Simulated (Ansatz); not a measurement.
```
atom    x (Å)    y (Å)    z (Å)
  Mg  -1.8466  -0.9068  -0.3946
  Mg  -0.7585   1.8583  -0.1101
  Al  -0.3413  -1.0665  -2.4514
  Al   1.1654  -0.7505  -0.4675
  Al   1.5531   1.3882   1.4351
  Al  -0.5253  -0.2149   1.8775
   O   0.6918   0.5950   2.7758
   O   2.3213   0.2122   0.4083
   O   1.2275  -1.6577  -2.0013
   O  -1.9411  -1.6084  -2.2113
   O   0.7020   2.7034   0.7455
   O  -0.2567   0.3769  -1.3162
   O  -1.8715   0.5391   1.0115
   O  -0.1201  -1.4684   0.6987
```

Geometry: PBE-D4/def2-SVP.

The calculation used Ansatz 0.2.0, RKS PBE0-D4/def2-TZVP.

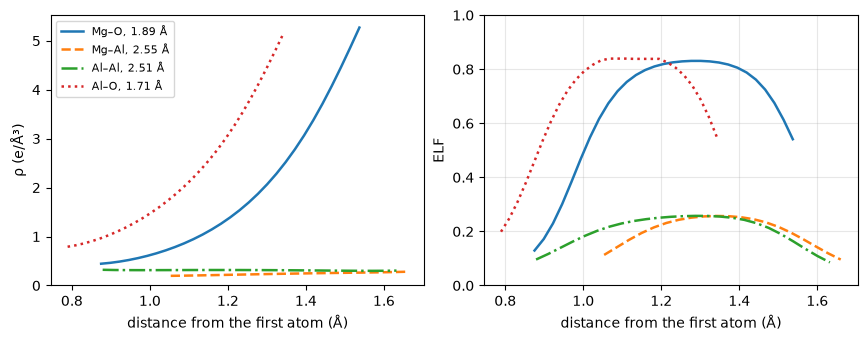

Al$_{4}$Mg$_{2}$O$_{8}$. Total electron density and electron localisation function along straight lines between neighbouring atoms. The curves leave out the atomic cores.

Question: Compare the contacts.

Answer: Mg–O (1.89 Å): the density is about 0.52 e/Å³ at the midpoint; the ELF peaks at about 0.85 in the valence shell of O, 0.6 Å from its nucleus, and is about 0.30 at the midpoint: a closed-shell, largely ionic contact.
Mg–Al (2.55 Å): the density is about 0.23 e/Å³ at the midpoint; the ELF is about 0.25 at the midpoint.
Al–Al (2.51 Å): ρ is about 0.32 e/Å³ halfway; the ELF is about 0.25 at the midpoint.
Al–O (1.71 Å): ρ at the midpoint is about 0.91 e/Å³; the ELF peaks at about 0.85 in the valence shell of O, 0.6 Å from its nucleus, and is about 0.40 at the midpoint.
